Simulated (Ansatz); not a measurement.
Starting cell, SnTe (rock salt):

```yaml
crystal:
  lattice:
    - [0.00000, 3.18510, 3.18510]
    - [3.18510, 0.00000, 3.18510]
    - [3.18510, 3.18510, 0.00000]
  atoms:
    - { symbol: Te, position: [0.00000, 0.00000, 0.00000] }
    - { symbol: Sn, position: [0.50000, 0.50000, 0.50000] }
```

In each cell atom 2 (Sn, nearest neighbour Te at 3.185 Å; its periodic images, 4.5 Å or more away, move with it) moves by s·(0.000, 0.000, 1.000) (along Cartesian z), the rest being held.

Method: r2SCAN (plane waves to 500 eV, PAW, scalar-relativistic; Ansatz, an electronic-structure program). k mesh 7×7×7 (Γ-centred), Fermi-Dirac smearing 0.05 eV. Energies are smeared free energies. SnTe was relaxed with its symmetry unable to fall. Spin-orbit coupling is left out, though Te is heavy. ΔE is measured from the undisplaced structure.

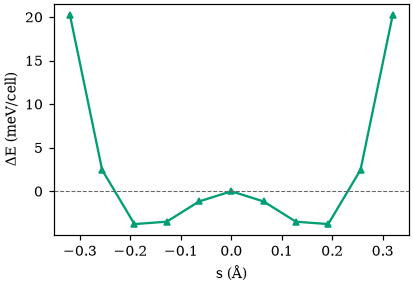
*ΔE (meV/cell) against s (Å); markers are the computed points, lines only join them.*

### Question
Is this a single well or a double well?

### Answer
A double well: the undisplaced structure is a maximum between two minima.

### Question
By a smooth curve through the points, how far does the atom move to reach the deepest minimum?

### Answer
About 0.17 Å from zero.

### Question
What is the energy change at s = 0.320 Å?

### Answer
About 20 meV/cell.

### Question
By a smooth curve, how deep is the well, measured from the undisplaced structure?

### Answer
About 4.1 meV/cell, cell held fixed.

(A displaced cell: forces are minus the slopes of the energy, force constants its curvatures, and phonons follow from these.)
